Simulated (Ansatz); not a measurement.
**C2H2ClGa (SMILES C#[C][GaH][Cl]) at BHLYP/cc-pVDZ**

Aim: the vertical ionisation energy of C2H2ClGa at BHLYP/cc-pVDZ, from 2 runs. 

The calculation is run with Ansatz 0.2.0.

56 further runs of the same task are left out: 56 set aside as unsound or not needed. Runs told in other sessions of the task aren't counted.

## Step 1: The system as given

The species is C2H2ClGa (6 atoms), meant as a singlet with charge 0. As SMILES, `C#[C][GaH][Cl]`. The coordinates come from a PBE0-D4/def2-TZVP relaxation.

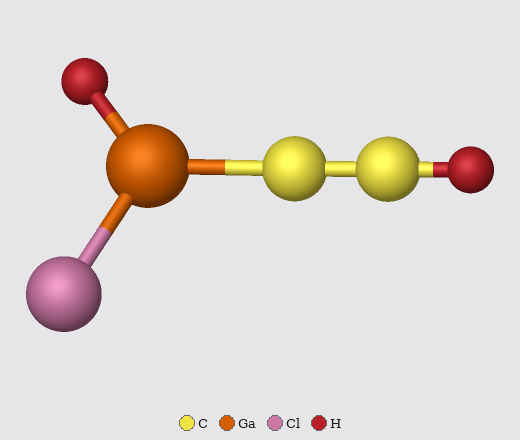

Viewed from a chosen angle; carbon yellow, gallium orange, chlorine pink, hydrogen red.

## Step 2: The energy at BHLYP/cc-pVDZ

The input, job.yaml:

```yaml
crystal:
  periodic: [false, false, false]
  atoms:
    - {symbol: C, position_ang: [0.577800, 1.057900, -1.454500]}
    - {symbol: C, position_ang: [0.247000, 0.412500, -0.488700]}
    - {symbol: Ga, position_ang: [-0.252900, -0.587200, 1.048000]}
    - {symbol: Cl, position_ang: [-1.745400, -2.085600, 0.724100]}
    - {symbol: H, position_ang: [0.867100, 1.625700, -2.309900]}
    - {symbol: H, position_ang: [0.306500, -0.423300, 2.481100]}
basis:
  gaussian:
    orbitals: cc-pVDZ
hamiltonian:
  xc: {name: BHLYP}
accuracy: high
output: {orbitals: {seedname: orbitals}}
```

On the command line:

```bash
$ ansatz run job.yaml --threads 1 --pin off --max-ram 2610MiB --events-out events.jsonl --progress --plain --runs-dir runs
```

What it wrote:

```text
Warning: RAYON_NUM_THREADS=1 ignored (pool sized by the plan → 1); use --threads N
Functional definition: BHLYP
  name "BHLYP"
  parameter a = 0.5
  exchange = (1 - a)*b88_x + a*exact_x
  correlation = lyp_c
1779 factors; integrals over basis functions are off by at most 4.4e-9 eV
mean field evaluation 1: about -67000.8403 eV, gradient 3.3e1 eV
mean field evaluation 2: about -67001.8605 eV, gradient 2.7e1 eV
mean field evaluation 4: about -67003.8733 eV, gradient 1.5e0 eV
mean field evaluation 8: about -67004.1156 eV, gradient 9.6e-2 eV
mean field evaluation 16: about -67004.1157 eV, gradient 3.9e-5 eV
mean field -67004.11567258 eV, -2462.3558339465 hartree, gradient 2.6e-8 eV, S^2 0.000000; 0 other end points of the search recorded, 0 dependent functions left out
reference -67004.11569942 eV, -2462.3558349327 hartree; 31, 31 occupied and 52, 52 virtual orbitals, 1779 factors
Total energy: -67004.11569942 eV, -2462.3558349327 hartree
```

Run time: 3.3 s. Hardware: 1 thread of AMD EPYC 9R45 (Zen 5), shared host; peak memory 0.3 GiB.

## Step 3: The doublet cation, same level

The input, in.yaml:

```yaml
crystal:
  periodic: [false, false, false]
  atoms:
    - {symbol: C, position_ang: [0.577800, 1.057900, -1.454500]}
    - {symbol: C, position_ang: [0.247000, 0.412500, -0.488700]}
    - {symbol: Ga, position_ang: [-0.252900, -0.587200, 1.048000]}
    - {symbol: Cl, position_ang: [-1.745400, -2.085600, 0.724100]}
    - {symbol: H, position_ang: [0.867100, 1.625700, -2.309900]}
    - {symbol: H, position_ang: [0.306500, -0.423300, 2.481100]}
basis:
  gaussian:
    orbitals: cc-pVDZ
total_charge: 1
magnetization:
  spin_polarized: true
  initial_magnetization: 1
hamiltonian:
  xc: {name: BHLYP}
accuracy: high
output: {orbitals: {seedname: orbitals}}
```

On the command line:

```bash
$ ansatz run in.yaml --threads 1 --pin off --max-ram 2610MiB --events-out events.jsonl --progress --plain --runs-dir runs
```

What it wrote:

```text
Warning: RAYON_NUM_THREADS=1 ignored (pool sized by the plan → 1); use --threads N
[... 5 set-up lines as earlier in the session ...]
1779 factors; integrals over basis functions are off by at most 4.4e-9 eV
mean field evaluation 1: about -66985.3316 eV, gradient 3.3e1 eV
mean field evaluation 2: about -66974.0454 eV, gradient 5.3e1 eV
mean field evaluation 4: about -66992.6062 eV, gradient 9.7e0 eV
mean field evaluation 8: about -66993.3206 eV, gradient 2.0e0 eV
mean field evaluation 16: about -66993.5404 eV, gradient 2.4e-1 eV
mean field evaluation 32: about -66993.5409 eV, gradient 7.7e-5 eV
mean field evaluation 64: about -66993.5329 eV, gradient 8.9e-1 eV
mean field -66993.54087373 eV, -2461.9672172568 hartree, gradient 6.8e-8 eV, S^2 0.753384; 6 other end points of the search recorded, 0 dependent functions left out
reference -66993.54090125 eV, -2461.9672182681 hartree; 31, 30 occupied and 52, 53 virtual orbitals, 1779 factors
Total energy: -66993.54090125 eV, -2461.9672182681 hartree
```

Run time: 11 s. Hardware: 1 thread of AMD EPYC 9R45 (Zen 5), shared host; peak memory 0.44 GiB.

## Step 4: Results

At BHLYP/cc-pVDZ:

| quantity | value |
| --- | --- |
| singlet C2H2ClGa: total energy | -2462.35583 Eh |
| singlet C2H2ClGa: HOMO energy | -9.42 eV |
| singlet C2H2ClGa: LUMO energy | -1.12 eV |
| singlet C2H2ClGa: HOMO–LUMO gap | 8.30 eV |
| doublet cation: total energy | -2461.96722 Eh |
| doublet cation: HOMO energy (highest over α and β) | -14.57 eV |
| doublet cation: LUMO energy (lowest over α and β) | -11.79 eV |
| doublet cation: ⟨S²⟩ | 0.753 |
| vertical ionisation energy (to the doublet cation) | 10.575 eV |

In words: Removing an electron at fixed nuclei costs 10.57 eV (1020 kJ/mol). The negative HOMO energy of the first species, 9.42 eV, lies 1.16 eV below that difference.
